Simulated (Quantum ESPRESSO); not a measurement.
```xyz
8
Lattice="7.0849 0.0000 0.0000 0.0000 7.0849 0.0000 0.0000 0.0000 7.0849" Properties=species:S:1:pos:R:3 pbc="T T T"
K      0.0000     0.0000     0.0000
Br     3.5424     0.0000     0.0000
K      0.0000     3.5424     3.5424
I      3.5424     3.5424     3.5424
K      3.5424     0.0000     3.5424
I      0.0000     0.0000     3.5424
K      3.5424     3.5424     0.0000
I      0.0000     3.5424     0.0000
```
The cell was made here from a computed Materials Project entry: one of 4 I replaced by Br, cell and atoms relaxed (PBE without dispersion, pw.x of a modified build of Quantum ESPRESSO, symmetry kept). The parent is KI in Fm-3m. The swapped cell is a model, not a known phase. Stability against distortions was not tested.

For site K1 (atoms 1, 5, 7), PBE PAW (JTH datasets; density from pw.x of Quantum ESPRESSO, gradients reconstructed from it by a script) (20 Ha, k-mesh 3×3×3 through Γ) gives Vzz = 0.026 a.u. and η_Q = 0.00, so |C_Q| = 0.36 MHz for ³⁹K (|Q| = 0.0585 barn). Cores are frozen. Against all-electron runs on small test molecules, this scheme's |Vzz| missed by +10 % on K.

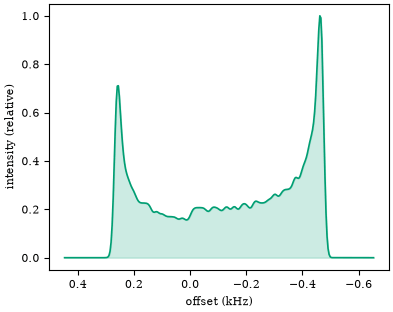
Figure: Simulated static powder pattern of the ³⁹K central transition at 11.7 T (Larmor frequency ν0 = 23.3 MHz, I = 3/2), second-order quadrupolar broadening alone, zero at the isotropic chemical shift

The full linewidth is 0.736 kHz, or 31.6 ppm at this field.
